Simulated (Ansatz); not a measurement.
# CHSi (quartet): correlated methods under varied settings at distance C2–H3 = 1.780 Å

What do other methods and options give for CHSi (quartet) at this geometry, and how long do they take?

The runs use Ansatz 0.2.0, Gaussian basis; the settings change from run to run.

18 further runs of the same task are left out: 2 for a mislabelled method, 13 that didn't finish, 3 set aside as unsound or not needed.

**1. The geometry**

The geometry derives from a PBE0/def2-TZVP stationary point (not a proven minimum). One bond is set to the value named and the two fragments are kept rigid.

3 atoms, charge 0, spin multiplicity 4.

Atoms are counted from 1 here; the program's logs count them from 0.

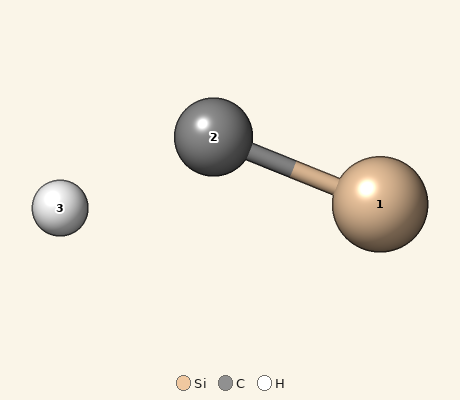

The structure; silicon light orange, carbon grey, hydrogen white; atoms are numbered from 1 in the order of the file.

**2. CASSCF(5,7)/def2-mTZVP**

in.yaml reads:

```yaml
crystal:
  periodic: [false, false, false]
  atoms:
    - {symbol: Si, position_ang: [0.000000, 0.021320, 0.629697]}
    - {symbol: C, position_ang: [0.000000, -0.138256, -1.256090]}
    - {symbol: H, position_ang: [0.000000, 1.053392, -2.578352]}
basis:
  gaussian: {orbitals: def2-mTZVP}
magnetization: {spin_polarized: false, initial_magnetization: 3}
correlation: {active_space: {window: {electrons: 5, orbitals: 7}}}
scf: {lower_state_search: full}
output: {forces: true}
```

Run with:

```console
$ ansatz run in.yaml --threads 1 --pin off --events-out ev --progress --plain --max-ram 2393MiB
```

What it wrote:

```text
Functional definition: HF
  name "HF"
  cite "Fock, Z. Phys. 61, 126 (1930) doi:10.1007/BF01340294"
  parent pbe
  exchange = exact_x
  correlation = 0
391 factors; integrals over basis functions are off by at most 1.3e-3 eV
mean field evaluation 1: about -8899.2600 eV, gradient 9.5e0 eV
mean field evaluation 2: about -8899.2893 eV, gradient 9.6e0 eV
mean field evaluation 4: about -8900.7981 eV, gradient 3.4e0 eV
mean field evaluation 8: about -8901.1994 eV, gradient 5.6e-1 eV
mean field evaluation 16: about -8901.2113 eV, gradient 2.6e-6 eV
mean field evaluation 32: about -8900.6254 eV, gradient 7.0e-2 eV
mean field evaluation 64: about -8899.9674 eV, gradient 1.7e0 eV
mean field evaluation 96: about -8898.7701 eV, gradient 3.7e0 eV
mean field evaluation 128: about -8861.8088 eV, gradient 8.7e1 eV
mean field evaluation 160: about -8901.1495 eV, gradient 1.3e0 eV
mean field evaluation 192: about -8877.3844 eV, gradient 5.7e1 eV
mean field -8901.21127404 eV, -327.1134808633 hartree, gradient 2.6e-6 eV, S^2 3.750000; 16 other end points of the search recorded, 0 dependent functions left out
reference -8901.21127404 eV, -327.1134808633 hartree; 12, 9 occupied and 32, 35 virtual orbitals, 391 factors
state -8902.79981743 eV, -327.1718587560 hartree
the calculation of the forces begins
Total energy: -8902.79981743 eV, -327.1718587560 hartree
Atom 0 at     0.000000     0.021320     0.629697 Å, force     0.000000     0.148540    -0.328521 eV/Å
Atom 1 at     0.000000    -0.138256    -1.256090 Å, force    -0.000000     1.667498    -1.965628 eV/Å
Atom 2 at     0.000000     1.053392    -2.578352 Å, force     0.000000    -1.816038     2.294149 eV/Å
Dipole moment:    -0.000000    -0.047406     0.123177 e Å
```

Run time: 1.6 s. Hardware: 1 thread of Arm Neoverse V2, shared host.

From the report: 245 determinants; active occupations 1.87, 1.00, 0.99, 0.99, 0.13, 0.01, 0.01.

**3. CASCI(5,4)/6-31G**

in.yaml reads:

```yaml
crystal:
  periodic: [false, false, false]
  atoms:
    - {symbol: Si, position_ang: [0.000000, 0.021320, 0.629697]}
    - {symbol: C, position_ang: [0.000000, -0.138256, -1.256090]}
    - {symbol: H, position_ang: [0.000000, 1.053392, -2.578352]}
basis:
  gaussian: {orbitals: 6-31G}
magnetization: {spin_polarized: false, initial_magnetization: 3}
hamiltonian: {pseudopotentials: {relativity: scalar}}
correlation: {active_space: {window: {electrons: 5, orbitals: 4}, fixed_orbitals: true, states: [{multiplicity: 4, weights: [1, 1]}], root: 1}}
```

Launched as before.

What it wrote:

```text
Functional definition: HF
  name "HF"
  cite "Fock, Z. Phys. 61, 126 (1930) doi:10.1007/BF01340294"
  parent pbe
  exchange = exact_x
  correlation = 0
512 factors; integrals over basis functions are off by at most 8.0e-8 eV
mean field evaluation 1: about -8913.4388 eV, gradient 7.5e0 eV
mean field evaluation 2: about -8913.4415 eV, gradient 7.5e0 eV
mean field evaluation 4: about -8914.6968 eV, gradient 2.7e0 eV
mean field evaluation 8: about -8915.0029 eV, gradient 2.9e-1 eV
mean field evaluation 16: about -8914.4190 eV, gradient 1.8e0 eV
mean field evaluation 32: about -8913.0976 eV, gradient 7.1e-3 eV
mean field evaluation 64: about -8913.6908 eV, gradient 1.5e0 eV
mean field evaluation 96: about -8913.0976 eV, gradient 1.7e-6 eV
mean field -8915.00538532 eV, -327.6204051027 hartree, gradient 2.3e-6 eV, S^2 3.750000; 11 other end points of the search recorded, 0 dependent functions left out
reference -8915.00538532 eV, -327.6204051027 hartree; 12, 9 occupied and 12, 15 virtual orbitals, 512 factors
state -8915.00538532 eV, -327.6204051027 hartree
state -8911.43681025 eV, -327.4892623880 hartree
Total energy: -8911.43681025 eV, -327.4892623880 hartree
Relativity: scalar
```

Wall time 0.39 s (1 thread of Arm Neoverse V2, shared host).

From the report: 3 determinants; active occupations (of the averaged states) 1.50, 1.50, 1.00, 1.00.

**4. MP2 on UHF/STO-3G**

in.yaml reads:

```yaml
crystal:
  periodic: [false, false, false]
  atoms:
    - {symbol: Si, position_ang: [0.000000, 0.021320, 0.629697]}
    - {symbol: C, position_ang: [0.000000, -0.138256, -1.256090]}
    - {symbol: H, position_ang: [0.000000, 1.053392, -2.578352]}
basis:
  gaussian: {orbitals: STO-3G}
magnetization: {spin_polarized: true, initial_magnetization: 3}
correlation: {method: mp2, electrons: outside_noble_gas}
```

Same command.

What it wrote (excerpt; [...] marks lines left out):

```text
Functional definition: HF
  name "HF"
  cite "Fock, Z. Phys. 61, 126 (1930) doi:10.1007/BF01340294"
  parent pbe
[...]
168 factors; integrals over basis functions are off by at most 2.6e-5 eV
[...]
mean field -8796.26086399 eV, -323.2566244317 hartree, gradient 9.7e-7 eV, S^2 4.293303; 18 other end points of the search recorded, 0 dependent functions left out
6 core orbitals not correlated: weight in the atoms' cores, before any rotation towards them, 1.000 or more for the frozen orbitals, at most 0.000 for the correlated occupied ones
reference -8796.26086399 eV, -323.2566244317 hartree; 6, 3 occupied and 3, 6 virtual orbitals, 168 factors
second order -0.92142235 eV of doubles, -0.00000000 eV of singles
Total energy: -8797.18228633 eV, -323.2904860784 hartree
```

It took 0.21 s on 1 thread of Arm Neoverse V2, shared host.

From the report: ⟨S²⟩ of the determinant 4.293 (pure quartet: 3.75). The determinant is far from a pure spin state, so its energy mixes those of several spin states (harmless only where they are near-degenerate, as at dissociation).

**5. CCSDT(Q)/B on UHF/6-31G**

in.yaml, as its differences from that of step 4:

```diff
@@ -7,4 +7,4 @@
 basis:
-  gaussian: {orbitals: STO-3G}
+  gaussian: {orbitals: 6-31G}
 magnetization: {spin_polarized: true, initial_magnetization: 3}
-correlation: {method: mp2, electrons: outside_noble_gas}
+correlation: {method: ccsdt_q_b, electrons: all}
```

Launched as before.

What it wrote:

```text
Functional definition: HF
  name "HF"
  cite "Fock, Z. Phys. 61, 126 (1930) doi:10.1007/BF01340294"
  parent pbe
  exchange = exact_x
  correlation = 0
512 factors; integrals over basis functions are off by at most 8.0e-8 eV
mean field evaluation 1: about -8898.1705 eV, gradient 7.6e0 eV
mean field evaluation 2: about -8898.1741 eV, gradient 7.6e0 eV
mean field evaluation 4: about -8899.4830 eV, gradient 2.6e0 eV
mean field evaluation 8: about -8899.8697 eV, gradient 2.8e-1 eV
mean field evaluation 16: about -8899.8819 eV, gradient 2.2e-6 eV
mean field evaluation 32: about -8899.8818 eV, gradient 1.5e-2 eV
mean field evaluation 64: about -8898.8913 eV, gradient 1.1e-4 eV
mean field evaluation 96: about -8899.1023 eV, gradient 6.7e0 eV
mean field evaluation 128: about -8900.0565 eV, gradient 5.0e-1 eV
mean field evaluation 160: about -8900.1150 eV, gradient 1.2e-1 eV
mean field evaluation 192: about -8898.4233 eV, gradient 2.3e0 eV
mean field evaluation 224: about -8900.0006 eV, gradient 1.3e-1 eV
mean field evaluation 256: about -8898.8913 eV, gradient 2.2e-3 eV
mean field evaluation 288: about -8897.9810 eV, gradient 1.6e-2 eV
mean field evaluation 320: about -8897.3274 eV, gradient 5.2e-2 eV
mean field evaluation 352: about -8897.3254 eV, gradient 6.3e-2 eV
mean field evaluation 384: about -8897.3105 eV, gradient 3.0e-1 eV
mean field evaluation 416: about -8898.8896 eV, gradient 1.3e-1 eV
mean field evaluation 448: about -8894.9989 eV, gradient 8.1e0 eV
mean field evaluation 480: about -8898.0877 eV, gradient 6.2e-1 eV
mean field evaluation 512: about -8898.4805 eV, gradient 1.0e0 eV
mean field evaluation 544: about -8897.1379 eV, gradient 3.1e0 eV
mean field evaluation 576: about -8896.6828 eV, gradient 1.1e-1 eV
mean field evaluation 608: about -8896.4067 eV, gradient 1.0e-3 eV
mean field evaluation 640: about -8900.0018 eV, gradient 3.0e-6 eV
mean field evaluation 672: about -8898.1253 eV, gradient 1.6e0 eV
mean field evaluation 704: about -8900.1156 eV, gradient 2.2e-1 eV
mean field evaluation 736: about -8899.3016 eV, gradient 5.9e-1 eV
mean field evaluation 768: about -8899.2873 eV, gradient 5.2e-1 eV
mean field evaluation 800: about -8899.2189 eV, gradient 6.3e-1 eV
mean field evaluation 832: about -8898.8913 eV, gradient 2.1e-6 eV
mean field -8900.11637289 eV, -327.0732439881 hartree, gradient 2.6e-6 eV, S^2 4.193508; 25 other end points of the search recorded, 0 dependent functions left out
determinant -8900.11637289 eV, -327.0732439881 hartree, with singles and doubles -8903.36095998 eV, -327.1924803644 hartree
determinant -8900.00181973 eV, -327.0690342372 hartree, with singles and doubles -8902.90585762 eV, -327.1757556611 hartree
determinant -8899.88185957 eV, -327.0646257826 hartree, with singles and doubles -8903.44154158 eV, -327.1954416836 hartree
determinant -8898.90522183 eV, -327.0287350076 hartree, with singles and doubles -8902.11675636 eV, -327.1467567249 hartree
determinant -8898.89134642 eV, -327.0282250956 hartree, with singles and doubles -8902.17411737 eV, -327.1488647030 hartree
determinant -8898.71986466 eV, -327.0219232573 hartree, with singles and doubles -8903.02325660 eV, -327.1800699940 hartree
determinant -8898.18548995 eV, -327.0022853489 hartree, with singles and doubles -8901.85634090 eV, -327.1371866330 hartree
determinant -8898.06308267 eV, -326.9977869643 hartree, with singles and doubles -8901.88920332 eV, -327.1383943046 hartree
determinant -8897.98105411 eV, -326.9947724703 hartree, with singles and doubles -8902.21119080 eV, -327.1502271266 hartree
determinant -8897.13608168 eV, -326.9637203062 hartree, with singles and doubles -8900.47454812 eV, -327.0864066852 hartree
determinant -8896.74743139 eV, -326.9494376717 hartree, with singles and doubles -8899.42856803 eV, -327.0479676257 hartree
determinant -8896.68699360 eV, -326.9472166238 hartree, with singles and doubles -8899.65705360 eV, -327.0563643156 hartree
determinant -8896.40670282 eV, -326.9369161277 hartree, with singles and doubles -8899.86764216 eV, -327.0641033025 hartree
determinant -8900.11637289 eV, -327.0732439881 hartree, with singles and doubles -8903.40947861 eV, -327.1942633913 hartree
determinant -8900.00181973 eV, -327.0690342372 hartree, with singles and doubles -8902.94684811 eV, -327.1772620340 hartree
determinant -8899.88185957 eV, -327.0646257826 hartree, with singles and doubles -8903.46722616 eV, -327.1963855744 hartree
determinant -8898.71986466 eV, -327.0219232573 hartree, with singles and doubles -8903.37172350 eV, -327.1928759165 hartree
reference -8899.88185957 eV, -327.0646257826 hartree; 12, 9 occupied and 12, 15 virtual orbitals, 512 factors
second order -2.41679362 eV of doubles, -0.00000000 eV of singles
cycle   1  -2.87680936 eV  change   -4.6e-1 eV  update   1.0e-1
cycle   2  -3.36083003 eV  change   -4.8e-1 eV  update   6.4e-2
cycle   3  -3.57484562 eV  change   -2.1e-1 eV  update   4.4e-2
cycle   4  -3.66952661 eV  change   -9.5e-2 eV  update   2.8e-2
cycle   5  -3.71357151 eV  change   -4.4e-2 eV  update   1.6e-2
cycle   6  -3.74408653 eV  change   -3.1e-2 eV  update   1.1e-2
cycle   7  -3.74921330 eV  change   -5.1e-3 eV  update   6.5e-3
cycle   8  -3.75871909 eV  change   -9.5e-3 eV  update   4.1e-3
cycle   9  -3.76371910 eV  change   -5.0e-3 eV  update   2.5e-3
cycle  10  -3.76169956 eV  change    2.0e-3 eV  update   1.6e-3
cycle  11  -3.76316663 eV  change   -1.5e-3 eV  update   1.1e-3
cycle  12  -3.76301593 eV  change    1.5e-4 eV  update   7.9e-4
cycle  13  -3.76363891 eV  change   -6.2e-4 eV  update   5.1e-4
cycle  14  -3.76330000 eV  change    3.4e-4 eV  update   3.4e-4
cycle  15  -3.76294622 eV  change    3.5e-4 eV  update   2.0e-4
cycle  16  -3.76297471 eV  change   -2.8e-5 eV  update   1.2e-4
cycle  17  -3.76304904 eV  change   -7.4e-5 eV  update   6.7e-5
cycle  18  -3.76310982 eV  change   -6.1e-5 eV  update   4.1e-5
cycle  19  -3.76308706 eV  change    2.3e-5 eV  update   2.6e-5
cycle  20  -3.76303519 eV  change    5.2e-5 eV  update   1.7e-5
cycle  21  -3.76300502 eV  change    3.0e-5 eV  update   1.0e-5
cycle  22  -3.76299941 eV  change    5.6e-6 eV  update   6.1e-6
cycle  23  -3.76299832 eV  change    1.1e-6 eV  update   4.1e-6
cycle  24  -3.76299640 eV  change    1.9e-6 eV  update   2.8e-6
cycle  25  -3.76299415 eV  change    2.3e-6 eV  update   1.7e-6
cycle  26  -3.76299327 eV  change    8.7e-7 eV  update   1.0e-6
perturbative correction -0.01392437 eV, -0.0005117113 hartree
Total energy: -8903.65877722 eV, -327.2034249461 hartree
```

It took 20 s on 1 thread of Arm Neoverse V2, shared host; peak memory 0.5 GiB.

From the report: ⟨S²⟩ of the determinant 3.892 (pure quartet: 3.75); correlation -3.7769 eV; T1 0.048; largest double amplitude 0.10.

**6. The runs in one table**

```csv
level,correlated,functions,energy (eV),time
"CASSCF(5,7)/def2-mTZVP",,44,-8902.7998,1.6 s
"CASCI(5,4)/6-31G (excited root 1 of an average, relativity set)",,24,-8911.4368,0.39 s
MP2 on UHF/STO-3G,outside noble gas,15,-8797.1823,0.21 s
CCSDT(Q)/B on UHF/6-31G,all,24,-8903.6588,20 s
```

**7. Outcome**

| quantity | value |
| --- | --- |
| runs | 4 |
| quickest | MP2 on UHF/STO-3G, 0.21 s |
| slowest | CCSDT(Q)/B on UHF/6-31G, 20 s |

What this shows: Total energies in different bases, with other cores or another treatment of relativity can't be set against each other. CCSDT(Q)/B on UHF/6-31G took 93 times as long as MP2 on UHF/STO-3G; the jobs differ in more than the method.
